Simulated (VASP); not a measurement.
# Which face does Ca expose?, part 3 of 4

How do surface energy, work function and relaxation of Ca depend on the face?

VASP 6.6.1; PBE; plane waves and PAW (Ca_pv).

So far. Step 4 (Surface relaxation, 7 atoms, face Ca(111)): The run ended after 4 ionic steps, 0.003 eV below its first step, once the forces on the free atoms met EDIFFG = -0.03. Step 5 (Vacuum level and density of states, 7 atoms, face …): The vacuum level lies 2.96 eV above the Fermi level at the upper face; both faces agree, as the slab has next to no dipole.

## Step 6: Relaxing the slab, 7 atoms, face Ca(100)

The input, INCAR:

```
SYSTEM = Ca
PREC = Normal
ENCUT = 320
EDIFF = 1E-05
NELM = 120
ISMEAR = 1
SIGMA = 0.15
LREAL = .FALSE.
ALGO = Fast
GGA = PE
NBANDS = 35
LORBIT = 11
LWAVE = .FALSE.
LCHARG = .FALSE.
KPAR = 4
LASPH = .TRUE.
IBRION = 2
NSW = 40
ISIF = 2
EDIFFG = -0.03
POTIM = 0.4
MAXMIX = 40
```

The input, POSCAR:

```
Ca
1.0
    3.9059848820      0.0000000000      0.0000000000
    0.0000000000      3.9059848820      0.0000000000
    0.0000000000      0.0000000000     31.5716903838
Ca
7
Direct
    0.0000000000      0.0000000000      0.2375545900
    0.5000000000      0.5000000000      0.3250363900
    0.0000000000      0.0000000000      0.4125182000
    0.5000000000      0.5000000000      0.5000000000
    0.0000000000      0.0000000000      0.5874818000
    0.5000000000      0.5000000000      0.6749636100
    0.0000000000      0.0000000000      0.7624454100
```

The input, KPOINTS:

```
Automatic mesh
0
Gamma
8 8 1
0 0 0
```

PAW data sets: Ca_pv (PBE family, release 64).

Started as:

```console
$ mpirun -np 4 vasp_std
```

The log of the run:

```text
[... set-up lines as in an earlier step ...]
 entering main loop
       N       E                     dE             d eps       ncg     rms          rms(c)
DAV:   1     0.448968560892E+03    0.44897E+03   -0.19372E+04  1157   0.144E+03
DAV:   2     0.523019219015E+02   -0.39667E+03   -0.39457E+03  1082   0.390E+02
DAV:   3    -0.922148588666E+01   -0.61523E+02   -0.60778E+02  1424   0.173E+02
DAV:   4    -0.132659141922E+02   -0.40444E+01   -0.40058E+01  1454   0.506E+01
DAV:   5    -0.135257544528E+02   -0.25984E+00   -0.25858E+00  1740   0.124E+01    0.264E+00
RMM:   6    -0.150573288922E+02   -0.15316E+01   -0.10676E+01  1283   0.108E+01    0.390E+00
RMM:   7    -0.125553600317E+02    0.25020E+01   -0.10254E+00  1215   0.658E+00    0.126E+00
RMM:   8    -0.125359194617E+02    0.19441E-01   -0.76668E-01  1372   0.293E+00    0.640E-01
RMM:   9    -0.125546706453E+02   -0.18751E-01   -0.37227E-01  1397   0.190E+00    0.305E-01
RMM:  10    -0.125555620434E+02   -0.89140E-03   -0.61315E-02  1454   0.106E+00    0.160E-01
RMM:  11    -0.125584505165E+02   -0.28885E-02   -0.27961E-02  1528   0.508E-01    0.711E-02
RMM:  12    -0.125602703119E+02   -0.18198E-02   -0.14945E-02  1405   0.269E-01    0.739E-02
RMM:  13    -0.125603837130E+02   -0.11340E-03   -0.46536E-03  1403   0.210E-01    0.332E-02
RMM:  14    -0.125604391874E+02   -0.55474E-04   -0.15659E-03  1207   0.115E-01    0.194E-02
RMM:  15    -0.125604583549E+02   -0.19168E-04   -0.15079E-03  1061   0.982E-02    0.137E-02
RMM:  16    -0.125604483317E+02    0.10023E-04   -0.35267E-04  1060   0.645E-02    0.615E-03
RMM:  17    -0.125604604819E+02   -0.12150E-04   -0.21248E-04   948   0.377E-02    0.621E-03
RMM:  18    -0.125604941947E+02   -0.33713E-04   -0.37527E-05   939   0.334E-02    0.344E-03
RMM:  19    -0.125605636098E+02   -0.69415E-04   -0.23260E-05   849   0.263E-02    0.258E-03
RMM:  20    -0.125605723419E+02   -0.87322E-05    0.80701E-05   802   0.217E-02
   1 F= -.12560572E+02 E0= -.12557233E+02  d E =-.125606E+02
 curvature:   0.00 expect dE= 0.000E+00 dE for cont linesearch  0.000E+00
 trial: gam= 0.00000 g(F)=  0.872E-03 g(S)=  0.000E+00 ort = 0.000E+00 (trialstep = 0.100E+01)
 search vector abs. value=  0.872E-03
 bond charge predicted
       N       E                     dE             d eps       ncg     rms          rms(c)
DAV:   1    -0.125611705014E+02   -0.60689E-03   -0.51867E-02  1488   0.212E+00    0.391E-02
RMM:   2    -0.125613343396E+02   -0.16384E-03   -0.20933E-03  1208   0.330E-01    0.151E-02
RMM:   3    -0.125613992112E+02   -0.64872E-04   -0.86373E-04  1375   0.176E-01    0.100E-02
RMM:   4    -0.125614194939E+02   -0.20283E-04   -0.12246E-04  1136   0.618E-02    0.127E-02
RMM:   5    -0.125614231144E+02   -0.36205E-05   -0.28716E-05   766   0.331E-02
   2 F= -.12561423E+02 E0= -.12558097E+02  d E =-.850772E-03
[...]
3 F= -.12563427E+02 E0= -.12560032E+02  d E =-.285483E-02
 curvature:  -2.57 expect dE=-0.643E-03 dE for cont linesearch -0.592E-03
 ZBRENT: increasing intervall
 opt :  10.0000  next Energy=   -12.564384 (dE=-0.381E-02)
 bond charge predicted
       N       E                     dE             d eps       ncg     rms          rms(c)
DAV:   1    -0.125567250415E+02    0.66954E-02   -0.18241E+00  1600   0.125E+01    0.179E-01
RMM:   2    -0.125620329475E+02   -0.53079E-02   -0.70811E-02  1247   0.197E+00    0.604E-02
RMM:   3    -0.125647134150E+02   -0.26805E-02   -0.24554E-02  1464   0.841E-01    0.149E-01
RMM:   4    -0.125650958374E+02   -0.38242E-03   -0.35362E-03  1503   0.310E-01    0.195E-01
RMM:   5    -0.125651718482E+02   -0.76011E-04   -0.74553E-04  1338   0.120E-01    0.205E-01
RMM:   6    -0.125651779988E+02   -0.61506E-05   -0.13202E-04  1034   0.608E-02    0.194E-01
RMM:   7    -0.125651724513E+02    0.55476E-05   -0.10809E-04  1080   0.998E-02    0.914E-02
RMM:   8    -0.125652094332E+02   -0.36982E-04   -0.15831E-04  1139   0.954E-02    0.234E-02
RMM:   9    -0.125652110724E+02   -0.16391E-05   -0.39053E-05   942   0.361E-02
   4 F= -.12565211E+02 E0= -.12561645E+02  d E =-.463873E-02
 curvature:  -4.16 expect dE=-0.563E-03 dE for cont linesearch -0.121E-04
 trial: gam= 0.09752 g(F)=  0.135E-03 g(S)=  0.000E+00 ort = 0.504E-04 (trialstep = 0.280E+01)
 search vector abs. value=  0.154E-03
 reached required accuracy - stopping structural energy minimisation
```

Elapsed: 63 s, on 4 MPI ranks of Intel Xeon 6975P-C (Granite Rapids), shared host; peak memory 1 GiB; 3.6 min of CPU time.

From OUTCAR (step 6):

```text
   k-points           NKPTS =     15   k-points in BZ     NKDIM =     15   number of bands    NBANDS=     35

   ENCUT  =  320.0 eV  23.52 Ry    4.85 a.u.   5.70  5.70 46.05*2*pi/ulx,y,z

   NELECT =      56.0000    total number of electrons

 E-fermi :   0.3553

 k-point     1 :       0.0000    0.0000    0.0000
  band No.  band energies     occupation
    ...
     24      -2.9142      2.00000
     25      -2.3274      2.00000
     26      -1.6441      2.00000
     27      -0.9482      2.00000
     28      -0.3605      2.00000
     29       0.8272     -0.00008
     30       0.8544     -0.00003
     31       0.9660     -0.00000
     32       1.0366     -0.00000
     33       1.2302     -0.00000
    ...

  Total       -0.7153724     -0.7153724     -0.3958033      0.0000000      0.0000000     -0.0000000
  in kB       -2.3794896     -2.3794896     -1.3165308      0.0000000      0.0000000     -0.0000000
  external PRESSURE =      -2.0251700 kB  Pullay stress =       0.0000000 kB

 POSITION                                       TOTAL-FORCE (eV/Angst)
 -----------------------------------------------------------------------------------
      3.90598      0.00000      7.53095         0.000000     -0.000000      0.025162
      1.95299      1.95299     10.23502        -0.000000     -0.000000      0.019075
      0.00000      0.00000     13.02438         0.000000     -0.000000     -0.027519
      1.95299      1.95299     15.78585        -0.000000      0.000000     -0.000000
      3.90598      0.00000     18.54731        -0.000000     -0.000000      0.027519
      1.95299      1.95299     21.33667         0.000000     -0.000000     -0.019075
      0.00000      0.00000     24.04074        -0.000000      0.000000     -0.025162
 -----------------------------------------------------------------------------------
    total drift:                                0.000000      0.000000     -0.000000

  FREE ENERGIE OF THE ION-ELECTRON SYSTEM (eV)
  ---------------------------------------------------
  free  energy   TOTEN  =       -12.5652110724 eV

  energy  without entropy=      -12.5545128025  energy(sigma->0) =      -12.56164498

[... 1 part as in an earlier step ...]

[... 15 further parts left out ...]
```

The run keeps the 16 symmetry operations of its start, so it cannot find a distortion of lower symmetry.

The steps of the relaxation:

```csv
step,energy less that of the first step (eV),largest force (eV/Å)
1,0.0000,0.0802
2,-0.0009,0.0707
3,-0.0029,0.0489
4,-0.0046,0.0275
```

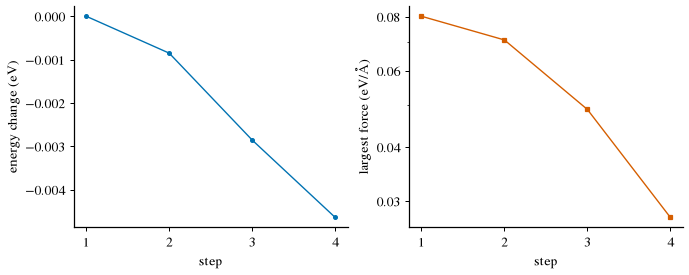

Energy and largest force along the relaxation.

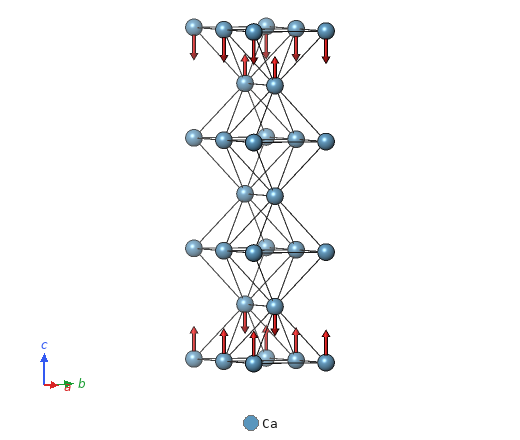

Displacements in the relaxation, exaggerated; the longest in the cell stands for 0.03 Å. 2×1×1 cells are drawn. Some periodic images of atoms are drawn too.

The atoms that moved most (Å):

```csv
atom,dx,dy,dz,length
Ca1,0.000,0.000,0.031,0.031
Ca7,0.000,0.000,-0.031,0.031
Ca2,0.000,0.000,-0.027,0.027
Ca6,0.000,0.000,0.027,0.027
```

The relaxed structure:

```xyz
7
Lattice="3.9060 0.0000 0.0000 0.0000 3.9060 0.0000 0.0000 0.0000 31.5717" Properties=species:S:1:pos:R:3
Ca    0.0000    0.0000    7.5309
Ca    1.9530    1.9530   10.2350
Ca    0.0000    0.0000   13.0244
Ca    1.9530    1.9530   15.7858
Ca    0.0000    0.0000   18.5473
Ca    1.9530    1.9530   21.3367
Ca    0.0000    0.0000   24.0407
```

This step gave:

```
electronic cycles       : 40
free energy (TOTEN)     : -12.57 eV
energy at zero smearing : -12.56 eV
Fermi energy            : 0.3553 eV
```

The run ended after 4 ionic steps, 0.005 eV below its first step, once the forces on the free atoms met EDIFFG = -0.03.

## Step 7: Vacuum level and density of states, 7 atoms, face Ca(100)

The input, INCAR:

```
SYSTEM = Ca
PREC = Normal
ENCUT = 320
EDIFF = 1E-06
NELM = 120
ISMEAR = 1
SIGMA = 0.15
LREAL = .FALSE.
ALGO = Fast
GGA = PE
NBANDS = 35
LORBIT = 11
LWAVE = .FALSE.
LCHARG = .TRUE.
KPAR = 4
LASPH = .TRUE.
IDIPOL = 3
LDIPOL = .TRUE.
DIPOL = 0.5 0.5 0.5
LVHAR = .TRUE.
LVACPOTAV = .TRUE.
NEDOS = 1500
```

The input, POSCAR:

```
Ca
1.0
    3.9059848820      0.0000000000      0.0000000000
    0.0000000000      3.9059848820      0.0000000000
    0.0000000000      0.0000000000     31.5716903838
Ca
7
Direct
    0.0000000000      0.0000000000      0.2385347673
    0.5000000000      0.5000000000      0.3241835317
    0.0000000000      0.0000000000      0.4125334141
    0.5000000000      0.5000000000      0.5000000000
    0.0000000000      0.0000000000      0.5874665859
    0.5000000000      0.5000000000      0.6758164683
    0.0000000000      0.0000000000      0.7614652327
```

KPOINTS is that of step 6.

Started as:

```console
$ mpirun -np 4 vasp_std
```

The log of the run:

```text
[... set-up lines as in an earlier step ...]
 entering main loop
       N       E                     dE             d eps       ncg     rms          rms(c)
DAV:   1     0.450549529092E+03    0.45055E+03   -0.19357E+04  1157   0.144E+03
DAV:   2     0.521258613680E+02   -0.39842E+03   -0.39635E+03  1098   0.391E+02
DAV:   3    -0.923045738723E+01   -0.61356E+02   -0.60497E+02  1421   0.172E+02
DAV:   4    -0.132734263228E+02   -0.40430E+01   -0.40047E+01  1475   0.504E+01
DAV:   5    -0.135117354339E+02   -0.23831E+00   -0.23741E+00  1740   0.117E+01    0.262E+00
RMM:   6    -0.146591558118E+02   -0.11474E+01   -0.90614E+00  1447   0.102E+01    0.373E+00
RMM:   7    -0.125736928021E+02    0.20855E+01   -0.90421E-01  1390   0.592E+00    0.125E+00
RMM:   8    -0.125488481919E+02    0.24845E-01   -0.79697E-01  1543   0.284E+00    0.643E-01
RMM:   9    -0.125579029922E+02   -0.90548E-02   -0.25882E-01  1556   0.193E+00    0.303E-01
RMM:  10    -0.125608611756E+02   -0.29582E-02   -0.54565E-02  1648   0.951E-01    0.158E-01
RMM:  11    -0.125633538791E+02   -0.24927E-02   -0.21169E-02  1582   0.513E-01    0.753E-02
RMM:  12    -0.125643940312E+02   -0.10402E-02   -0.87276E-03  1673   0.288E-01    0.530E-02
RMM:  13    -0.125649983087E+02   -0.60428E-03   -0.26339E-03  1625   0.169E-01    0.325E-02
RMM:  14    -0.125649367861E+02    0.61523E-04   -0.15046E-03  1568   0.106E-01    0.138E-02
RMM:  15    -0.125649853665E+02   -0.48580E-04   -0.67359E-04  1746   0.586E-02    0.912E-03
RMM:  16    -0.125650044354E+02   -0.19069E-04   -0.23281E-04  1343   0.315E-02    0.614E-03
RMM:  17    -0.125650254563E+02   -0.21021E-04   -0.89664E-05  1225   0.227E-02    0.350E-03
RMM:  18    -0.125650883406E+02   -0.62884E-04   -0.55638E-05  1174   0.172E-02    0.237E-03
RMM:  19    -0.125651283218E+02   -0.39981E-04   -0.21099E-05  1149   0.135E-02    0.192E-03
RMM:  20    -0.125651589074E+02   -0.30586E-04   -0.13890E-05  1086   0.950E-03    0.963E-04
RMM:  21    -0.125651686952E+02   -0.97878E-05   -0.58108E-06  1016   0.753E-03    0.859E-04
RMM:  22    -0.125651719766E+02   -0.32814E-05   -0.27026E-06   940   0.528E-03    0.813E-04
RMM:  23    -0.125651760926E+02   -0.41161E-05   -0.18367E-06   975   0.576E-03    0.652E-04
RMM:  24    -0.125651771117E+02   -0.10191E-05   -0.11124E-06   883   0.414E-03    0.113E-04
WARNING in EDDRMM: call to ZHEGV failed, returncode =   6  3     25
RMM:  25    -0.125651771450E+02   -0.33300E-07   -0.59219E-07   862   0.381E-03
 [... a notice as in an earlier step ...]

   1 F= -.12565177E+02 E0= -.12561625E+02  d E =-.106577E-01
```

Wall time 31 s (4 MPI ranks); peak memory 0.99 GiB; 1.8 min of CPU time.

Parts of OUTCAR (step 7):

```text
   NELECT =      56.0000    total number of electrons

 dipolmoment           0.000000      0.000000      0.000000 electrons x Angstroem

 E-fermi :   0.3585

 k-point     1 :       0.0000    0.0000    0.0000
  band No.  band energies     occupation
    ...
     24      -2.9107      2.00000
     25      -2.3248      2.00000
     26      -1.6420      2.00000
     27      -0.9458      2.00000
     28      -0.3577      2.00000
     29       0.8270     -0.00009
     30       0.8542     -0.00003
     31       0.9692     -0.00000
     32       1.0399     -0.00000
     33       1.2330     -0.00000
    ...

  Total       -0.6704418     -0.6704418     -0.3913270      0.0000000      0.0000000      0.0000000
  in kB       -2.2300403     -2.2300403     -1.3016415      0.0000000      0.0000000      0.0000000
  external PRESSURE =      -1.9205741 kB  Pullay stress =       0.0000000 kB

 POSITION                                       TOTAL-FORCE (eV/Angst)
 -----------------------------------------------------------------------------------
      0.00000      0.00000      7.53095         0.000000     -0.000000      0.022318
      1.95299      1.95299     10.23502        -0.000000      0.000000      0.019049
      0.00000      0.00000     13.02438         0.000000     -0.000000     -0.027202
      1.95299      1.95299     15.78585         0.000000     -0.000000      0.000000
      0.00000      0.00000     18.54731         0.000000     -0.000000      0.027202
      1.95299      1.95299     21.33667         0.000000      0.000000     -0.019049
      0.00000      0.00000     24.04074         0.000000      0.000000     -0.022318
 -----------------------------------------------------------------------------------
    total drift:                                0.000000     -0.000000      0.000000

  FREE ENERGIE OF THE ION-ELECTRON SYSTEM (eV)
  ---------------------------------------------------
  free  energy   TOTEN  =       -12.5651771450 eV

  energy  without entropy=      -12.5545194509  energy(sigma->0) =      -12.56162458

 vacuum level on the upper side and lower side of the slab         3.136         3.136

[... 7 parts as in an earlier step ...]

[... 10 further parts left out ...]
```

Numbers from this step:

```yaml
electronic_cycles: 25
fermi_energy: 0.3585 eV
vacuum_levels: 3.136, 3.136 eV
work_functions_of_the_upper_and_lower_face: 2.778, 2.778 eV
```

The planar average of the electrostatic potential oscillates, so the rows of the table below give means over windows of 2.71 Å about each position, cut where the curve ends. Its maxima inside the range that stand out by 2 % of the span (Å: eV): 8.9: 0.585, 11.6: 0.713, 14.4: 0.669, 17.1: 0.669, 20.0: 0.713, 22.7: 0.585. Its minima: 7.6: -5.89, 10.3: -5.52, 13.1: -5.53, 15.8: -5.59, 18.5: -5.53, 21.3: -5.52, 24.0: -5.89.

Zero at the Fermi level. The planar average of the electrostatic potential by height; means over each step:

```csv
height (Å),planar average of the electrostatic potential (eV)
1.35,2.78
4.06,2.68
6.77,-1.83
9.48,-2.26
12.19,-2.13
14.90,-2.18
17.61,-2.16
20.32,-2.08
23.03,-2.38
25.74,0.808
28.45,2.76
31.16,2.78
```

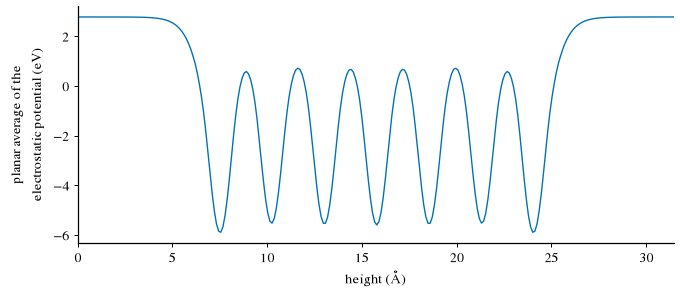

Planar average of the electrostatic potential against height.

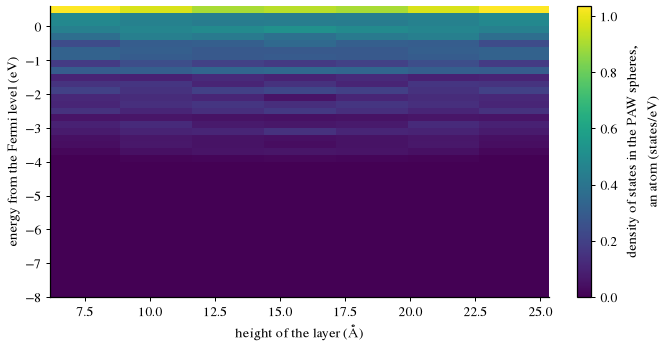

Density of states in the PAW spheres, an atom over height of the layer and energy from the Fermi level.

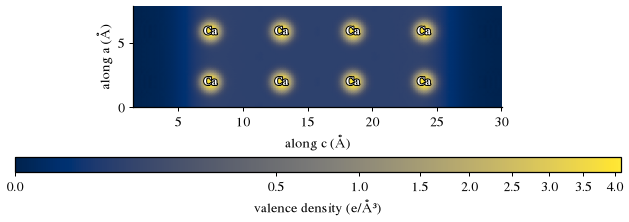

Valence density in the ca plane at fractional y = 0.000, with atoms of Ca within 0.2 Å of it. It is the smooth field of the valence electrons, not physical close to the nuclei. The map starts off the cell's origin, so that atoms lie inside it. The colour scale is stretched toward low values. The far vacuum is left out of the map.

The map of layer states is cut here 0.5 eV above the Fermi level, so it leaves out the states above that.

The vacuum level lies 2.78 eV above the Fermi level at the upper face; both faces agree, as the slab has next to no dipole.

The program found no field-free point at its default tolerance, but its printed level agrees with the flat part of the planar average.

On this mesh the fine structure of the density of states is sampling noise, and high empty states may be cut by the number of bands.

(Continued in part 4 of 4.)

[Lines on the potential files, build, host, timing and source positions are cut from VASP's logs without a mark.]

[Logs are printed without paths, hosts, clocks, repeated set-up lines and the standing remarks that a program may print on its own settings, such as how far it seeks lower states.]

[Hosts, paths, dates, database ids (printed as entryN), source tags and the programs' standing remarks are cut or masked in the printed files.]

[Runs that stopped without an error message from VASP are left out.]
